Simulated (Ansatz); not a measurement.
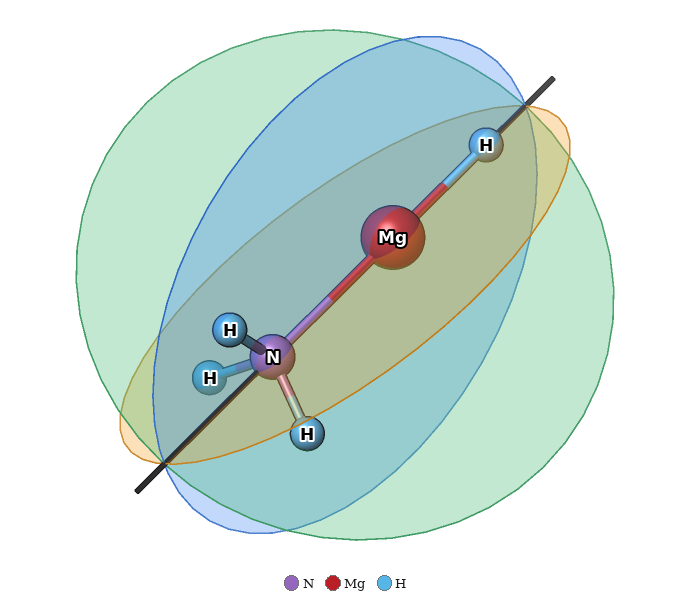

All proper rotation axes (lines) and mirror planes (discs) of the structure are drawn in. Atoms fade into the background with distance from the viewer. State: charge +1, singlet. Computed geometry: PBE-D4/def2-SVP optimisation. No frequency run is at hand to confirm it as a minimum.

What is the order of each axis, and which point group results?

It has 1 C3 axis and 3 mirror planes. Point group C3v. The group has 6 operations. The geometry is achiral, and symmetry allows a dipole moment.
